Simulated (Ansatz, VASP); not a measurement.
# Cross-check of AsN between VASP and Ansatz

One calculation is typed for both programs; each brings its own data sets. How far apart do they land? The cell is generated by rule, not measured, and may not be a known phase. The cell is taken from a series of VASP runs on this material, whose earlier steps may have relaxed, scaled or displaced it; both programs get it as it stands. Valence electrons are named where the data sets of a main pair hold unlike numbers.

Calculated with Ansatz 0.2.0; plane waves, with VASP 6.6.1 beside it; band structure at LDA and band structure at LDA, spin-orbit coupling.

The structure was built from a prototype and need not be the compound's stable phase.

**1. The starting structure**

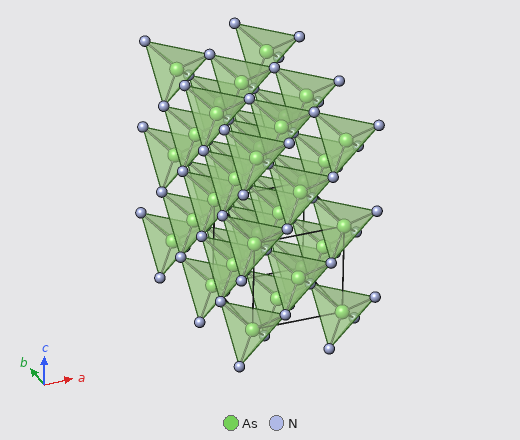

The starting structure, seen slightly off an axis (arsenic green, nitrogen light blue). 1×2×2 cells are drawn. This picture shows the conventional cell, with its axes. Some periodic images of atoms are drawn too.

Coordinates:

```cif
data_structure
_symmetry_space_group_name_H-M 'P 1'
_symmetry_Int_Tables_number 1
_cell_length_a 3.1517
_cell_length_b 3.1517
_cell_length_c 3.1517
_cell_angle_alpha 60.000
_cell_angle_beta 60.000
_cell_angle_gamma 60.000
_cell_volume 22.14
loop_
_atom_site_label
_atom_site_type_symbol
_atom_site_fract_x
_atom_site_fract_y
_atom_site_fract_z
_atom_site_occupancy
As1 As 0.00000 0.00000 0.00000 1
N2 N 0.25000 0.25000 0.25000 1
```

**2. Ansatz: band structure, LDA**

Ansatz runs on its default PAW (the set named soft_2) files.

A single point gives forces, pressure and levels at one fixed geometry, so differences don't come from the geometry; what else differs is listed under the comparison.

File input.yaml:

```yaml
crystal:
  lattice:
    - [0.0, 2.22857, 2.22857]
    - [2.22857, 0.0, 2.22857]
    - [2.22857, 2.22857, 0.0]
  atoms:
    - { symbol: As, position: [0.0, 0.0, 0.0] }
    - { symbol: "N", position: [0.25, 0.25, 0.25] }
hamiltonian:
  xc: lda
  pseudopotentials: { kind: paw }
kpoints:
  mp_grid: { grid: [16, 16, 16] }
  band_path:
    path:
      - [0.0, 0.0, 0.0]
      - [0.17391, 0.0, 0.17391]
      - [0.34783, 0.0, 0.34783]
      - [0.5, 0.0, 0.5]
      - [0.5, 0.08696, 0.58696]
      - [0.5, 0.18478, 0.68478]
      - [0.49457, 0.25543, 0.75]
      - [0.45109, 0.29891, 0.75]
      - [0.40761, 0.34239, 0.75]
      - [0.34239, 0.34239, 0.68478]
      - [0.21196, 0.21196, 0.42391]
      - [0.08152, 0.08152, 0.16304]
      - [0.04348, 0.04348, 0.04348]
      - [0.23913, 0.23913, 0.23913]
      - [0.41304, 0.41304, 0.41304]
      - [0.5163, 0.46739, 0.5163]
      - [0.55978, 0.38043, 0.55978]
      - [0.6087, 0.28261, 0.6087]
      - [0.60326, 0.25, 0.64674]
      - [0.55978, 0.25, 0.69022]
      - [0.5163, 0.25, 0.7337]
      - [0.5, 0.30435, 0.69565]
      - [0.5, 0.3913, 0.6087]
      - [0.5, 0.47826, 0.52174]
      - [0.47283, 0.47283, 0.55435]
      - [0.42391, 0.42391, 0.65217]
      - [0.38043, 0.38043, 0.73913]
      - [0.59239, 0.18478, 0.59239]
      - [0.54891, 0.09783, 0.54891]
      - [0.5, 0.0, 0.5]
    npoints: 1
scf:
  occupations: { method: gaussian, width: 0.02 }
  n_extra_bands: 7
output:
  forces: true
  stress: true
  eigenvalues: true
```

Launch:

```sh
$ ansatz run input.yaml --threads 2 --pin off --max-ram 4608MiB --backend cpu --events-out ev --progress --plain --runs-dir out
```

Numbers of over 12 decimals in the logs are rounded to 6 here.

What it wrote:

```text
scf.n_extra_bands = 7 over 10 filled bands (N_el = 20.0): the run solves 17 bands
Engine: ansatz 0.2.0, x86_64-unknown-linux-gnu
Pseudopotentials: kind: paw
Pseudopotential: As, paw, valence charge 15, recommended cutoff 420 eV (normal), As.paw.azcp
Pseudopotential: N, paw, valence charge 5, recommended cutoff 420 eV (normal), N.paw.azcp
Functional definition: SPW92
  exchange = slater_x
  correlation = pw_c
Crystal: 2 atoms, lattice volume = 22.136 Å³
Basis set: ecut = 420 eV, 411 PW (Γ)
Bands: 17, of which v1, the nominal top of the filled ones, is band 10 counted from 1 (9 counted from 0)
Symmetry: 24 space group operations
Space group: F-43m (ITA 216), of the structure as read, at distance tolerance 2.8e-5 Å
k-points: 145 of 4096 (time reversal used)
Non-local potential: As, projectors of the file, l = 0: 2, l = 1: 2, l = 2: 3, l = 3: 1
Non-local potential: N, projectors of the file, l = 0: 2, l = 1: 2, l = 2: 1
PAW form: soft (Blöchl's): semilocal exchange-correlation on the pseudo side does not see the compensation charge
PAW frozen core: As, regenerated for the run's functional, and the local potential with it (the file was generated under x = pbe(κ = 0.804, μ = 0.219515), c = pbe(β = 0.066725))
PAW frozen core: N, regenerated for the run's functional, and the local potential with it (the file was generated under x = pbe(κ = 0.804, μ = 0.219515), c = pbe(β = 0.066725))
PAW one-centre angular grid: As, 590 points (default); XC on 64 Gauss nodes
PAW one-centre angular grid: N, 110 points (default); XC on 64 Gauss nodes
Initial density: superposition of atomic densities (neutral atoms: chi_scale 0, normalization atom), corrected by the library's trained network
Initial wavefunctions: pseudopotential atomic-orbital guess
Functional: x = slater, c = lda
SCF iter   1: F=—  HF=-5144.483053 eV  |F-HF|=—  |Δ(HF+E_count)|=         —  Δρ=1.46e-2  dr2=5.86e-2  ethr=1.77e-3  ⟨swp⟩=5.6  Hψ=13279  notcnv=0
preconditioner: auto → none  [insulator: Δε(μ)=0.020 eV  Ē_g=18.545 eV  σ=0.020 eV  W_gap=0.50  n_scr=8 (ndim 8)  ℏωp=25.0 eV  f_vac=0.004  D(μ)=1.49/eV (n_scr^D=14)  ε∞_Penn≈2.8]
SCF iter   2: F=—  HF=-5144.470449 eV  |F-HF|=—  |Δ(HF+E_count)|=   1.26e-2  Δρ=6.37e-3  dr2=1.01e-2  ethr=2.93e-4  ⟨swp⟩=2.0  Hψ=4127  notcnv=0  defer=290
SCF iter   3: F=—  HF=-5144.467911 eV  |F-HF|=—  |Δ(HF+E_count)|=   2.54e-3  Δρ=5.43e-4  dr2=4.33e-5  ethr=5.05e-5  ⟨swp⟩=2.2  Hψ=3035  notcnv=0  defer=309
SCF iter   4: F=—  HF=-5144.467905 eV  |F-HF|=—  |Δ(HF+E_count)|=   5.88e-6  Δρ=1.24e-4  dr2=2.59e-6  ethr=2.16e-7  ⟨swp⟩=2.0  Hψ=3783  notcnv=0  defer=309
SCF iter   5: F=—  HF=-5144.467897 eV  |F-HF|=—  |Δ(HF+E_count)|=   8.73e-6  Δρ=4.16e-5  dr2=1.58e-7  ethr=1.29e-8  ⟨swp⟩=2.0  Hψ=3614  notcnv=0  defer=309
SCF iter   6: F=-5144.467897 eV  HF=-5144.467897 eV  |F-HF|=4.44e-8  |Δ(HF+E_count)|=   7.47e-8  Δρ=8.26e-6  dr2=9.92e-9  ethr=5.00e-10  ⟨swp⟩=7.5  Hψ=11733  notcnv=0
SCF 1 converged in 6 iterations: F = -5144.467897 eV  dr2 = 9.92e-9
  greatest PAW one-centre occupation: 1.000 electrons in one spin orbital (limit 2), on the As atom at site 0 (counted from 0), in its partial waves of l = 2
NSCF: frozen V_eff on 30 k-points
SCF converged after 6 iterations
Free energy (F): -5144.467897 eV
Harris-Foulkes:  -5144.467897 eV  (|F-HF|=4.44e-8)
Internal energy: -5144.467641 eV  (E = F + TS)
E sigma→0 (E₀):  -5144.467769 eV
Entropy (-TS):   -0.000255 eV (-0.128 meV/atom)
Fermi energy:    15.469872 eV
--- Per-component energies (eV) ---
  E_band       = -162.482476
  E_kinetic    = 240.465145
  E_local      = -1591.257894  (includes V_loc(G=0)·N_el)
  E_nonlocal   = -614.563647
  E_hartree    = 877.960445
  E_xc         = -141.660802
  E_vxc        = -159.671083  (∫ρ·V_xc dr)
  E_paw        = -1871.721136  (= ΣΔE_a)
  E_vpaw       = 206.629550  (= ΣTr[D̂ρ^β])
  E_aug_tail   = 0.000085  (compensation charges beyond the density's cutoff)
  E_ewald      = -2045.845111
  E_core_change = 2.155274  (= ΣΔE_core)
  E_smearing   = -0.000255  (= −TS)
  E_closure    = 0.000000  (closes the sum)
  Σ components = -5144.467897   (vs F -5144.467897, Δ=0.00e0)
--- Forces (eV/Å), atoms counted from 1 ---
  atom   1  As    -0.00000000     0.00000000    -0.00000000
  atom   2  N      0.00000000     0.00000000     0.00000000
  max |Σ_I F_I| component: 1.44e-15 eV/Å
--- Stress (GPa, compression-positive) ---
       52.145150      -0.000000      -0.000000
        0.000000      52.145150       0.000000
       -0.000000       0.000000      52.145150
  P = ⅓ Tr σ = 52.1452 GPa (521.452 kbar)
--- Band table (eV; the first three rows and the last of 145) ---
  k-point 0: bands = [... 6 lower, 10.3532, 10.3532, 10.3532, 11.1268, 17.5906, 17.5906, 17.5906, 24.9708, ... 3 higher]
  k-point 1: bands = [... 6 lower, 9.4500, 10.2938, 10.2938, 11.8455, 17.5141, 17.6812, 17.6812, 25.3325, ... 3 higher]
  k-point 2: bands = [... 6 lower, 8.1380, 10.1338, 10.1338, 12.5864, 17.4301, 17.9170, 17.9170, 26.1239, ... 3 higher]
  k-point 144: bands = [... 6 lower, 1.8527, 6.2171, 6.2620, 16.5646, 16.8492, 18.8000, 21.8603, 22.9794, ... 3 higher]
```

Wall time 2.4 s (2 threads of Intel Xeon Platinum 8488C (Sapphire Rapids), shared host); peak memory 0.41 GiB; 4.5 s of CPU time.

In the SCF lines HF is the Harris–Foulkes energy and dr2 the Hartree energy of the density residual, in eV; the loop may stop once dr2 is under the threshold and the program's other checks hold. Hψ counts applications of the Hamiltonian.

**3. VASP: band structure, LDA**

The same cell, functional (in two slightly different forms), mesh and smearing now go to VASP, with its own data sets.

Lines of VASP's logs that name or quote its potential files are left out, and so is its time.

File INCAR:

```
SYSTEM = AsN
PREC = Accurate
ENCUT = 520
EDIFF = 1E-06
NELM = 100
ISMEAR = 0
SIGMA = 0.02
LREAL = .FALSE.
ALGO = Normal
GGA = CA
NBANDS = 17
LORBIT = 11
LWAVE = .FALSE.
LCHARG = .FALSE.
KPAR = 4
ISIF = 2
```

File POSCAR:

```
AsN
1.0
    0.0000000000      2.2285700000      2.2285700000
    2.2285700000      0.0000000000      2.2285700000
    2.2285700000      2.2285700000      0.0000000000
As N
1 1
Direct
    0.0000000000      0.0000000000      0.0000000000
    0.2500000000      0.2500000000      0.2500000000
```

File KPOINTS:

```
Automatic mesh
0
Gamma
16 16 16
0 0 0
```

File KPOINTS_OPT:

```
Line mode
24
Line-mode
Reciprocal
  0.00000000   0.00000000   0.00000000 GAMMA
  0.50000000   0.00000000   0.50000000 X

  0.50000000   0.00000000   0.50000000 X
  0.50000000   0.25000000   0.75000000 W

  0.50000000   0.25000000   0.75000000 W
  0.37500000   0.37500000   0.75000000 K

  0.37500000   0.37500000   0.75000000 K
  0.00000000   0.00000000   0.00000000 GAMMA

  0.00000000   0.00000000   0.00000000 GAMMA
  0.50000000   0.50000000   0.50000000 L

  0.50000000   0.50000000   0.50000000 L
  0.62500000   0.25000000   0.62500000 U

  0.62500000   0.25000000   0.62500000 U
  0.50000000   0.25000000   0.75000000 W

  0.50000000   0.25000000   0.75000000 W
  0.50000000   0.50000000   0.50000000 L

  0.50000000   0.50000000   0.50000000 L
  0.37500000   0.37500000   0.75000000 K

  0.62500000   0.25000000   0.62500000 U
  0.50000000   0.00000000   0.50000000 X
```

Potentials, in the order of the species: As and N (LDA family, release 64).

Launch:

```sh
$ mpirun -np 4 vasp_std
```

What it wrote:

```text
[banner, memory and clock lines left out]
running    4 mpi-ranks, on    1 nodes
 distrk:  each k-point on    1 cores,    4 groups
 distr:  one band on    1 cores,    1 groups

 POSCAR found type information on POSCAR AsN
 POSCAR found :  2 types and       2 ions
 LDA part: xc-table for (Slater(with rela. corr.)+CA(PZ))
 , standard interpolation
 POSCAR, INCAR and KPOINTS ok, starting setup
 FFT: planning ... GRIDC
 FFT: planning ... GRID_SOFT
 FFT: planning ... GRID
 WAVECAR not read
 entering main loop
       N       E                     dE             d eps       ncg     rms          rms(c)
DAV:   1     0.219785068406E+02    0.21979E+02   -0.49923E+03  4938   0.537E+02
DAV:   2    -0.120175488701E+02   -0.33996E+02   -0.32473E+02  6694   0.124E+02
DAV:   3    -0.128990701228E+02   -0.88152E+00   -0.87620E+00  5673   0.160E+01
DAV:   4    -0.129006165975E+02   -0.15465E-02   -0.15464E-02  6282   0.829E-01
DAV:   5    -0.129006190809E+02   -0.24834E-05   -0.24841E-05  5741   0.306E-02    0.115E+01
DAV:   6    -0.114939283602E+02    0.14067E+01   -0.11015E+01  5215   0.122E+01    0.521E+00
DAV:   7    -0.114315108839E+02    0.62417E-01   -0.39380E-01  5188   0.286E+00    0.356E+00
DAV:   8    -0.114192926062E+02    0.12218E-01   -0.48563E-02  5849   0.127E+00    0.693E-01
DAV:   9    -0.114163625506E+02    0.29301E-02   -0.10146E-02  5289   0.436E-01    0.109E-01
DAV:  10    -0.114163462582E+02    0.16292E-04   -0.45244E-04  6438   0.118E-01    0.373E-02
DAV:  11    -0.114163444571E+02    0.18011E-05   -0.84403E-06  5536   0.163E-02    0.450E-03
DAV:  12    -0.114163444125E+02    0.44634E-07   -0.16088E-07  2970   0.223E-03
   1 F= -.11416344E+02 E0= -.11416215E+02  d E =-.259570E-03
 Start KPOINTS_OPT (optional k-point list driver)
k-point batch [1-145\240]
       N       E                     dE             ncg
DAV:   1     0.523312508321E+04   -0.43387E+05     4946
DAV:   2     0.481781242548E+03   -0.47513E+04     6450
DAV:   3     0.353448200043E+03   -0.12833E+03     5771
DAV:   4     0.353242103787E+03   -0.20610E+00     6394
DAV:   5     0.353241856021E+03   -0.24777E-03     5866
DAV:   6     0.353241855564E+03   -0.45671E-06     5120
k-point batch [146-240\240]
       N       E                     dE             ncg
DAV:   1     0.179374648570E+05   -0.39545E+05     3262
DAV:   2     0.149233336471E+05   -0.30141E+04     4259
DAV:   3     0.148482888173E+05   -0.75045E+02     3946
DAV:   4     0.148481656768E+05   -0.12314E+00     4147
DAV:   5     0.148481655008E+05   -0.17598E-03     4086
DAV:   6     0.148481655004E+05   -0.36313E-06     3384
```

From OUTCAR (step 3):

```text
ion  position               nearest neighbor table
   1  0.000  0.000  0.000-   2 1.93   2 1.93   2 1.93   2 1.93
   2  0.250  0.250  0.250-   1 1.93   1 1.93   1 1.93   1 1.93

  LATTYP: Found a face centered cubic cell.
 ALAT       =     4.4571400000

 Subroutine GETGRP returns: Found 24 space group operations
 (whereof 24 operations were pure point group operations)

The static configuration has the point symmetry T_d .

 Found    145 irreducible k-points:

   k-points           NKPTS =    145   k-points in BZ     NKDIM =    145   number of bands    NBANDS=     17

   dimension x,y,z NGX =    24 NGY =   24 NGZ =   24
   dimension x,y,z NGXF=    48 NGYF=   48 NGZF=   48

   ENCUT  =  520.0 eV  38.22 Ry    6.18 a.u.   5.86  5.86  5.86*2*pi/ulx,y,z

   NELECT =      10.0000    total number of electrons

 k-points in reciprocal lattice and weights: Automatic mesh
   0.00000000  0.00000000  0.00000000       0.000
   0.06250000  0.00000000  0.00000000       0.002
   0.12500000  0.00000000  0.00000000       0.002
   0.18750000  0.00000000  0.00000000       0.002
   0.25000000  0.00000000  0.00000000       0.002
   0.31250000  0.00000000  0.00000000       0.002
   0.37500000  0.00000000  0.00000000       0.002
   0.43750000  0.00000000  0.00000000       0.002
   0.50000000  0.00000000  0.00000000       0.001
[...]
-0.31250000  0.50000000  0.18750000       0.003
  -0.25000000  0.50000000  0.25000000       0.001

 average (electrostatic) potential at core
       1 -50.3200       2 -61.1332

 E-fermi :   9.6936

 k-point     1 :       0.0000    0.0000    0.0000
  band No.  band energies     occupation
      1     -11.9031      2.00000
      2       4.5468      2.00000
      3       4.5468      2.00000
      4       4.5468      2.00000
      5       5.3742      2.00000
      6      11.8058      0.00000
      7      11.8058      0.00000
      8      11.8058      0.00000
      9      19.2225      0.00000
     10      22.9894      0.00000
    ...

 k-point     2 :       0.0625    0.0000    0.0000
  band No.  band energies     occupation
      1     -11.8351      2.00000
      2       3.6593      2.00000
      3       4.4878      2.00000
      4       4.4878      2.00000
      5       6.0781      2.00000
      6      11.7294      0.00000
      7      11.8965      0.00000
      8      11.8965      0.00000
      9      19.5833      0.00000
     10      22.0609      0.00000
    ...

 k-point     3 :       0.1250    0.0000    0.0000
  band No.  band energies     occupation
      1     -11.6331      2.00000
      2       2.3479      2.00000
      3       4.3283      2.00000
      4       4.3283      2.00000
      5       6.8181      2.00000
      6      11.6448      0.00000
      7      12.1321      0.00000
      8      12.1321      0.00000
      9      20.3647      0.00000
     10      21.2114      0.00000
    ...

  Total        7.4214839      7.4214839      7.4214839      0.0000000      0.0000000     -0.0000000
  in kB      537.1461835    537.1461835    537.1461835      0.0000000      0.0000000     -0.0000000
  external PRESSURE =     537.1461835 kB  Pullay stress =       0.0000000 kB

  energy-cutoff  :      520.00
  volume of cell :       22.14
      direct lattice vectors                 reciprocal lattice vectors
     0.000000000  2.228570000  2.228570000    -0.224359118  0.224359118  0.224359118
     2.228570000  0.000000000  2.228570000     0.224359118 -0.224359118  0.224359118
     2.228570000  2.228570000  0.000000000     0.224359118  0.224359118 -0.224359118

 POSITION                                       TOTAL-FORCE (eV/Angst)
 -----------------------------------------------------------------------------------
      0.00000      0.00000      0.00000         0.000000      0.000000      0.000000
      1.11428      1.11428      1.11428        -0.000000     -0.000000     -0.000000
 -----------------------------------------------------------------------------------
    total drift:                               -0.000000     -0.000000     -0.000000

  FREE ENERGIE OF THE ION-ELECTRON SYSTEM (eV)
  ---------------------------------------------------
  free  energy   TOTEN  =       -11.4163444125 eV

  energy  without entropy=      -11.4160848426  energy(sigma->0) =      -11.41621463

 total charge
# of ion       s       p       d       tot
------------------------------------------
    1        1.349   1.291   0.211   2.851
    2        1.374   2.358   0.000   3.732
--------------------------------------------------
tot          2.723   3.649   0.211   6.583

[... 3 further parts left out ...]
```

The run ends at a pressure of 53.71 GPa.

**4. Comparison**

Known differences besides the potentials themselves: the two LDA forms differ slightly; the data sets hold 20 valence electrons in Ansatz (on its default PAW (the set named soft_2) files) and 10 in VASP; the cutoff is 420 eV in Ansatz and 520 eV in VASP; VASP's log shows a relativistic correction to its local exchange, Ansatz's none. Total energies have different zeros and are not compared.

The two programs side by side:

| quantity | Ansatz | VASP | difference |
| --- | --- | --- | --- |
| pressure (GPa) | 52.15 | 53.71 | -1.57 |
| pressure without Ansatz's Pulay correction (GPa) | 51.59 | 53.71 | -2.13 |

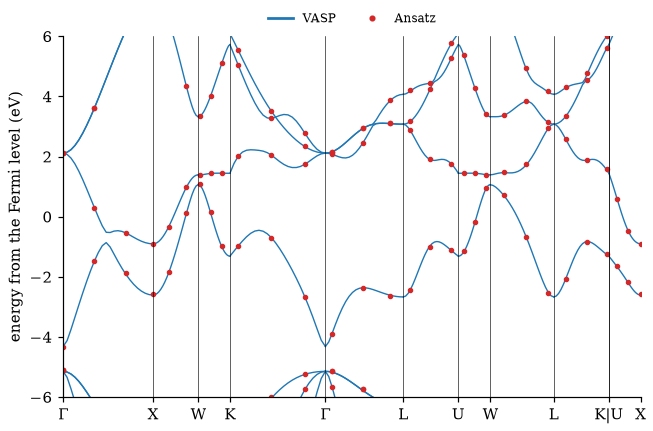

Bands from VASP (lines) and levels from Ansatz (dots). Dots without a line are higher empty bands that the VASP plot leaves out.

Levels from 3 eV below to 2 eV above the Fermi level differ by 16 meV r.m.s. and 33 meV at most; each VASP level is matched to the nearest of Ansatz, which flatters the figure a little. Ansatz's pressure holds a Pulay correction of 0.56 GPa; VASP's holds none.

[end of part 1 of 2]

[Lines on the potential files, build, host, timing and source positions are cut from VASP's logs without a mark.]

[Logs are printed without paths, hosts, clocks, repeated set-up lines and the standing remarks that a program may print on its own settings, such as how far it seeks lower states.]

[Hosts, paths, dates, database ids (printed as entryN), source tags and the programs' standing remarks are cut or masked in the printed files.]
